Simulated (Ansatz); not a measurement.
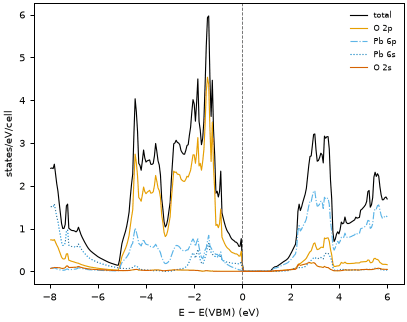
Fig. 1. Total and projected density of states of PbO in space group P4/nmm (No. 129; Pb on 2c, O on 2a), the program Ansatz at the LDA level (PAW)

Task: Which orbitals carry the states next to the gap?

Result: Top 1 eV of the valence band: O 2p 60 %, Pb 6s 23 %, Pb 6p 15 %. Bottom 1 eV of the conduction band: Pb 6p 70 %, O 2s 11 %, O 2p 9 %, outside the projected shells 6 %. Projections are on Löwdin-orthogonalised atomic valence shells; empty p or d shells of many metals are not among them.

Task: Where is the tallest occupied peak in this window, and what makes it?

Result: Near -1.4 eV, about 6.0 states/eV per cell; the largest projected share is O 2p.

The LDA relaxation kept the symmetry of its start; phonons on a q-mesh show no instability. A crystal of weakly bound layers computed without a dispersion correction: the cell and the soft elastic constants depend strongly on that. Spin–orbit coupling is left out wherever it is not named.

Potentials: the later of the program's two PAW sets.
